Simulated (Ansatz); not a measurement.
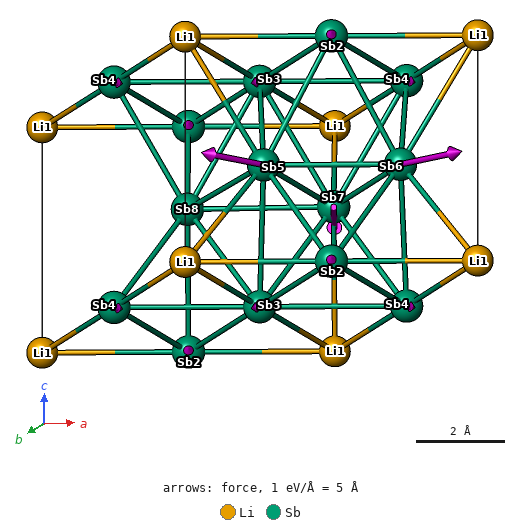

Starting geometry of crystalline LiSb$_{7}$ (a generated structure, set up in P-6m2) with the computed forces as purple arrows. A ball-and-stick model of the cell of the calculation, seen from a free direction.

Level of theory: DFT PBE, scalar-relativistic, plane waves, PAW (Ansatz 0.2.0). Settings: plane-wave cutoff 420 eV; k-point mesh 9 × 9 × 8; occupations gaussian; smearing width 0.1 eV; no spin polarisation; cell and atoms relaxed; force threshold 0.01 eV/Å; at most 80 steps.

Q: Is this structure relaxed? If not, where do the atoms go?

A: It isn't relaxed: the largest force vector, on Sb atoms, is 0.33 eV/Å. The atoms end up moving mostly along the starting forces (cosine between the two patterns 0.96). The largest moves relative to the cell, 0.29 Å, are those of Sb5, Sb6 and Sb7. Sb5 goes along [−2 −1 0]. Li stays in place. Cell: a = b 6.708 → 6.669 Å (−0.6 %), c 5.526 → 5.643 Å (+2.1 %). Volume +0.9 %. Among the contacts that change: Sb5–Sb6 3.569 → 3.038 Å, Sb5–Sb6 (another image) 3.140 → 3.631 Å, Sb2–Sb3 3.340 → 3.097 Å, Sb2–Sb3 (another image) 3.368 → 3.573 Å. Bond angles that change, for instance: Sb8–Sb2–Sb8 110.2° → 115.3°, Sb3–Sb2–Sb8 60.3° → 62.4°. The space group stays P-6m2 (No. 187). The energy falls by 0.195 eV per cell of the calculation in 7 accepted moves (8 points after the start). Largest force component: 0.33 eV/Å at the start, 0.0043 eV/Å at the end. The pressure goes from 0.11 to −0.02 GPa. The SCF was repeated once at an unchanged geometry on a basis and grid sized afresh for the cell, which shifted the energy by 0.4 meV per cell of the calculation at most.
